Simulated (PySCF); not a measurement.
**Two runs on C3H8BNSi**

System: C3H8BNSi, SMILES CC#CB[SiH2]N.
Method of run A: TDDFT LDA/def2-SVPD, vertical, gas phase, core orbitals frozen in the response (PySCF 2.14.0).

The geometry comes from this level: PBE0-D3(BJ)/def2-SVP. Text and figures count atoms from 1; the logs count them from 0 in places.

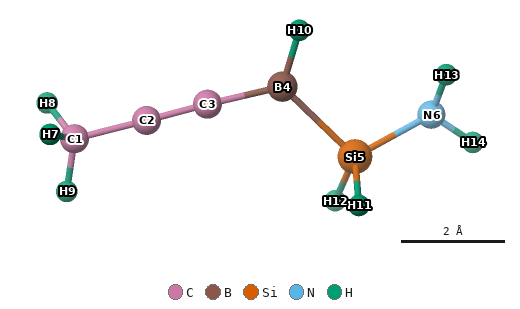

Figure 1. The structure as given in the input (ball-and-stick view, seen at a tilt; atoms are numbered from 1 in the order of the input).

## The input, run A
```
{"job": {"kind": "uv", "xc": "LDA", "basis": "def2-SVPD", "ip": true}, "charge": 0, "multiplicity": 1}
C     -3.556801     0.373356    -0.165194
C     -2.131768     0.621608    -0.215000
C     -0.927824     0.847244    -0.263416
B      0.551210     1.073737    -0.309504
Si     1.841190    -0.362445     0.270801
N      3.403436    -0.064510    -0.435406
H     -4.046247     1.084754     0.519362
H     -4.004932     0.523564    -1.160702
H     -3.791892    -0.648867     0.169696
H      0.969158     2.160567    -0.648679
H      1.800726    -0.368937     1.783868
H      1.411038    -1.738371    -0.136802
H      3.750168     0.888457    -0.441371
H      4.163477    -0.714781    -0.268399
```

The first line tells a small driver script what to run in PySCF; the rest is the geometry in Å.

Launched with:
```bash
OMP_NUM_THREADS=1 python <driver script> task.json out
```

Hardware: 1 CPU thread, shared host.

## Output (run A)
```
coarse grid: 11992 points
cycle   1  E = -484.7481925576  dE =  2.723e-01  |g| = 6.459e-01  |ddm| = 1.472e+01
cycle   2  E = -484.4376453130  dE =  3.105e-01  |g| = 1.257e+00  |ddm| = 3.517e+00
cycle   3  E = -484.8246052211  dE = -3.870e-01  |g| = 3.381e-01  |ddm| = 2.177e+00
cycle   4  E = -484.8527789042  dE = -2.817e-02  |g| = 1.388e-01  |ddm| = 6.676e-01
cycle   5  E = -484.8577880466  dE = -5.009e-03  |g| = 5.179e-02  |ddm| = 2.636e-01
cycle   6  E = -484.8584687232  dE = -6.807e-04  |g| = 1.188e-02  |ddm| = 1.013e-01
cycle   7  E = -484.8585111986  dE = -4.248e-05  |g| = 4.454e-03  |ddm| = 5.382e-02
cycle   8  E = -484.8585171044  dE = -5.906e-06  |g| = 6.949e-04  |ddm| = 1.017e-02
final grid: 110728 points
cycle   9  E = -484.9465110084  dE = -3.072e-05  |g| = 4.596e-03  |ddm| = 1.883e-01
cycle  10  E = -484.9464971511  dE =  1.386e-05  |g| = 8.780e-03  |ddm| = 2.119e-02
cycle  11  E = -484.9465140825  dE = -1.693e-05  |g| = 2.674e-03  |ddm| = 1.289e-02
cycle  12  E = -484.9465159173  dE = -1.835e-06  |g| = 6.774e-04  |ddm| = 4.267e-03
cycle  13  E = -484.9465160307  dE = -1.134e-07  |g| = 2.285e-04  |ddm| = 1.274e-03
cycle  14  E = -484.9465160440  dE = -1.332e-08  |g| = 2.294e-05  |ddm| = 3.752e-04
cycle  15  E = -484.9465160442  dE = -1.544e-10  |g| = 6.190e-06  |ddm| = 9.979e-05
converged SCF energy = -484.9465160442

Static polarisability (au): isotropic 100.892, principal 70.674 81.746 150.255

Singlet excitations
state   eV       nm        f      main configurations
  1   2.4543    505.2   0.00231   H->L 0.98
  2   2.8875    429.4   0.00045   H-1->L 0.98
  3   4.4286    280.0   0.01321   H-3->L 0.88, H-2->L 0.09
  4   4.6609    266.0   0.13969   H-2->L 0.64, H-4->L 0.16, H-3->L 0.10
  5   5.0867    243.7   0.02078   H-4->L 0.78, H-2->L 0.11
  6   5.4103    229.2   0.02261   H->L+1 0.84
  7   5.5787    222.2   0.03107   H->L+2 0.78, H-1->L+1 0.15
  8   5.6238    220.5   0.00002   H->L+3 0.99
  9   5.8883    210.6   0.01631   H-1->L+1 0.52, H-1->L+2 0.41
 10   5.9737    207.6   0.00793   H-5->L 0.96

Triplet excitations (Tamm-Dancoff, eV): 2.2301 2.6762 3.5378 4.0745
Vertical ionisation energy (delta-SCF) = 8.3246 eV
Vertical electron affinity (delta-SCF) = 0.7589 eV
```

For run B the input was changed thus:
```diff
-"xc": "LDA"
+"xc": "B3LYP"
```

Predict how the results change.

The total energies belong to different methods, so their difference says nothing on which is more stable or more accurate. The HOMO goes from −5.72 to −6.69 eV. The LUMO goes from −3.38 to −2.43 eV. The dipole moment goes from 1.57 to 1.40 D. The lowest excitation goes from 2.45 to 3.07 eV. The strongest computed line goes from 4.66 to 4.99 eV. The functional changes from LDA to B3LYP. Exact exchange removes part of the self-interaction error of semilocal functionals, which pushes filled and empty levels apart. The SCF takes 14 iterations against 15.

## Output (run B)
```
coarse grid: 11992 points
cycle   1  E = -487.8417718743  dE =  3.327e-01  |g| = 5.357e-01  |ddm| = 1.228e+01
cycle   2  E = -487.7474388741  dE =  9.433e-02  |g| = 8.162e-01  |ddm| = 2.752e+00
cycle   3  E = -487.9060789634  dE = -1.586e-01  |g| = 1.716e-01  |ddm| = 1.406e+00
cycle   4  E = -487.9129784262  dE = -6.899e-03  |g| = 7.022e-02  |ddm| = 3.155e-01
cycle   5  E = -487.9142333639  dE = -1.255e-03  |g| = 2.136e-02  |ddm| = 1.203e-01
cycle   6  E = -487.9143513098  dE = -1.179e-04  |g| = 3.688e-03  |ddm| = 4.183e-02
cycle   7  E = -487.9143553207  dE = -4.011e-06  |g| = 1.139e-03  |ddm| = 1.960e-02
final grid: 110728 points
cycle   8  E = -487.9857465172  dE = -2.255e-05  |g| = 4.687e-03  |ddm| = 2.058e-01
cycle   9  E = -487.9857388159  dE =  7.701e-06  |g| = 7.199e-03  |ddm| = 2.378e-02
cycle  10  E = -487.9857515902  dE = -1.277e-05  |g| = 1.653e-03  |ddm| = 1.132e-02
cycle  11  E = -487.9857522877  dE = -6.974e-07  |g| = 2.810e-04  |ddm| = 2.769e-03
cycle  12  E = -487.9857523052  dE = -1.754e-08  |g| = 1.054e-04  |ddm| = 5.611e-04
cycle  13  E = -487.9857523080  dE = -2.766e-09  |g| = 1.935e-05  |ddm| = 1.836e-04
cycle  14  E = -487.9857523081  dE = -1.157e-10  |g| = 5.778e-06  |ddm| = 4.596e-05
converged SCF energy = -487.9857523081

Static polarisability (au): isotropic 94.458, principal 67.780 77.315 138.279

Singlet excitations
state   eV       nm        f      main configurations
  1   3.0696    403.9   0.00097   H->L 0.83, H-1->L 0.16
  2   3.7631    329.5   0.00261   H-1->L 0.83, H->L 0.16
  3   4.9447    250.7   0.05852   H-3->L 0.55, H-2->L 0.38
  4   4.9944    248.2   0.08728   H-2->L 0.47, H-3->L 0.43
  5   5.9388    208.8   0.01427   H->L+1 0.65, H->L+2 0.17, H-1->L+1 0.09
  6   5.9971    206.7   0.03080   H-4->L 0.93
  7   6.1881    200.4   0.00054   H->L+2 0.63, H->L+1 0.22, H-1->L+1 0.09
  8   6.5093    190.5   0.01378   H-1->L+1 0.59, H-1->L+2 0.17, H->L+2 0.12
  9   6.6334    186.9   0.07750   H->L+3 0.37, H-5->L 0.28, H-1->L+2 0.14
 10   6.6508    186.4   0.01635   H-5->L 0.56, H->L+3 0.13, H-1->L+2 0.10

Triplet excitations (Tamm-Dancoff, eV): 2.6680 3.5668 3.6936 4.4485
Vertical ionisation energy (delta-SCF) = 8.6098 eV
Vertical electron affinity (delta-SCF) = 0.5647 eV
```

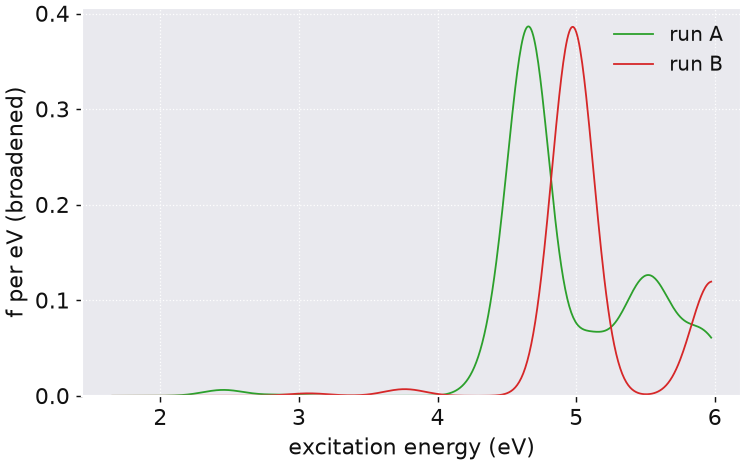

Figure 2. Absorption of the two runs from their computed states, each broadened by a Gaussian of 0.35 eV full width; the range ends where the shorter list of states ends.

## The two runs side by side

```csv
quantity,run A,run B
outcome,converged,converged
total energy (hartree),−484.946516,−487.985752
HOMO (eV),−5.72,−6.69
LUMO (eV),−3.38,−2.43
dipole moment (D),1.57,1.40
lowest excitation (eV),2.45,3.07
SCF iterations,15,14
strongest computed line (eV),4.66,4.99
basis functions,188,188
wall time (shared host),80 s,2.2 min
```
